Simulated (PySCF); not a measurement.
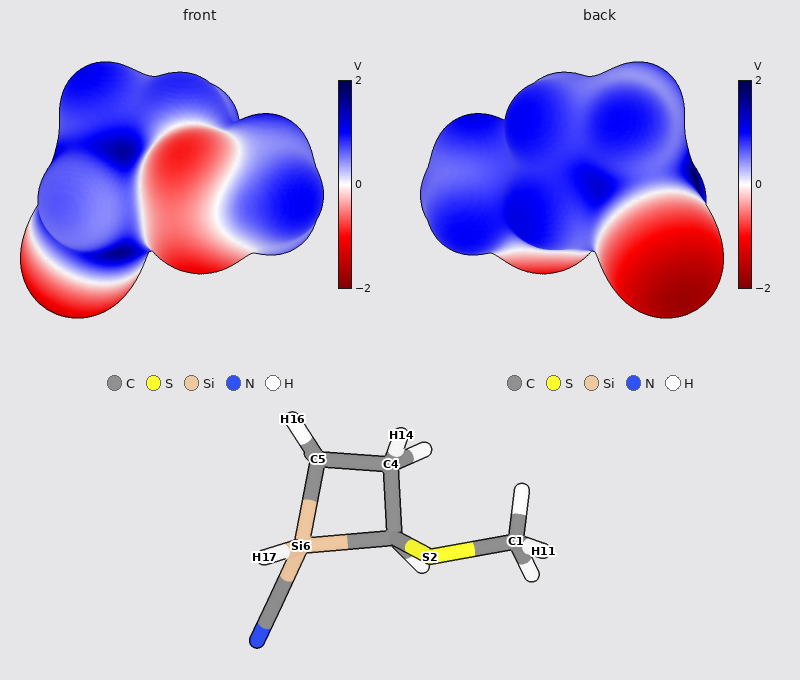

C5H9NSSi. The molecular electrostatic potential painted on the density surface at 0.002 e/bohr³, seen from the front and from behind; red is negative and blue positive. The bare structure is drawn below in the same view.

Geometry: GFN2-xTB.

All numbers below come from PBE0/def2-SVPD, SCF density, gas phase in PySCF.

```yaml
atoms:
  - { symbol: C, position_ang: [2.9444, 0.0818, 0.2733] }
  - { symbol: S, position_ang: [1.6070, -0.1950, 1.4705] }
  - { symbol: C, position_ang: [0.2002, -0.3224, 0.3258] }
  - { symbol: C, position_ang: [-0.2732, 1.0160, -0.2738] }
  - { symbol: C, position_ang: [-1.7833, 0.9332, 0.0372] }
  - { symbol: Si, position_ang: [-1.5136, -0.6032, 1.1474] }
  - { symbol: C, position_ang: [-2.3601, -2.1605, 0.5630] }
  - { symbol: N, position_ang: [-2.8877, -3.1092, 0.1972] }
  - { symbol: H, position_ang: [3.0157, -0.7741, -0.3925] }
  - { symbol: H, position_ang: [2.7494, 0.9909, -0.2883] }
  - { symbol: H, position_ang: [3.8608, 0.1855, 0.8449] }
  - { symbol: H, position_ang: [0.4808, -1.0548, -0.4315] }
  - { symbol: H, position_ang: [-0.0531, 1.1116, -1.3366] }
  - { symbol: H, position_ang: [0.1881, 1.8525, 0.2504] }
  - { symbol: H, position_ang: [-2.3775, 0.7463, -0.8558] }
  - { symbol: H, position_ang: [-2.1793, 1.8280, 0.5110] }
  - { symbol: H, position_ang: [-1.6255, -0.5146, 2.5973] }
```

### Where is the surface potential most negative and most positive?

The most negative region (about −1.7 V) lies over N8, the most positive (about +1.7 V) over Si6. N8 is the likeliest acceptor of a hydrogen bond.
